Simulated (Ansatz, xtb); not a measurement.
## Ligand exchange: SnH3Cl + GeH3(SH) → SnH3(SH) + GeH3Cl

Species: SnH3Cl `[Cl][SnH3]`, singlet; GeH3(SH), singlet; SnH3(SH), singlet; GeH3Cl (chlorogermane) `[Cl][GeH3]`, singlet. The partners trade Cl for SH: Sn–Cl and Ge–SH bonds give way to Sn–SH and Ge–Cl.

Shapes, held fixed at every level: PBE0-D4/def2-TZVP. Programs: Ansatz 0.2.0, xtb 6.7.1, xtb 6.7.1 later snapshot. The zero-point and thermal change to 298 K, harmonic and unscaled (PBE0-D4/def2-TZVP), is -0.1 kJ/mol.

| level | kind | ΔH(298 K) (kJ/mol) | less CCSD(T)/def2-TZVPP |
| --- | --- | --- | --- |
| GFN2-xTB | semi-empirical | -18.4 | -21.7 |
| HF/def2-TZVPP | Hartree–Fock | +5.1 | +1.8 |
| r2SCAN-D4/def2-TZVPP | meta-GGA | +5.4 | +2.1 |
| r2SCAN0-D4/def2-TZVPP | global hybrid | +5.0 | +1.7 |
| B2PLYP/def2-TZVPP | double hybrid | +4.2 | +0.9 |
| MP2/def2-TZVPP | perturbation theory | +2.4 | -0.9 |
| CCSD(T)/def2-SVP | coupled cluster or CI | +4.6 | +1.3 |
| CCSD/def2-SVP | coupled cluster or CI | +4.8 | +1.5 |
| CCSD(T)/def2-TZVPP | coupled cluster or CI | +3.3 | 0.0 |

The highest level, CCSD(T)/def2-TZVPP, gives ΔH(298 K) = +3.3 kJ/mol; the levels span -18.4 to +5.4. That is about zero within the method's error. They disagree on the sign: 8 of 9 are positive. The column of differences is taken from that level and isn't an error. No measured value is set beside it here. For atoms past krypton def2 sets carry core potentials with scalar relativity. Relativity is left out for Ge. Outer-core shells of Ge, Sn are correlated, in sets that cover them unevenly.

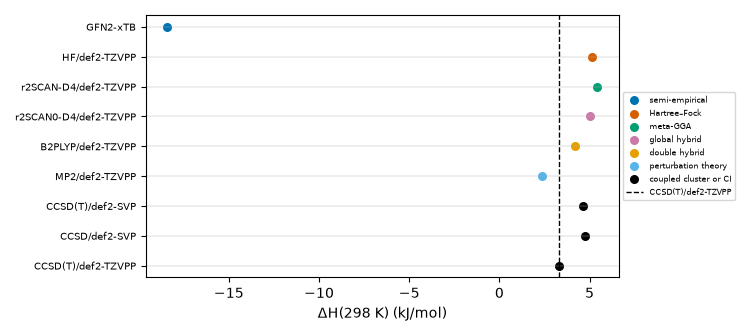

The values of the table, level by level.
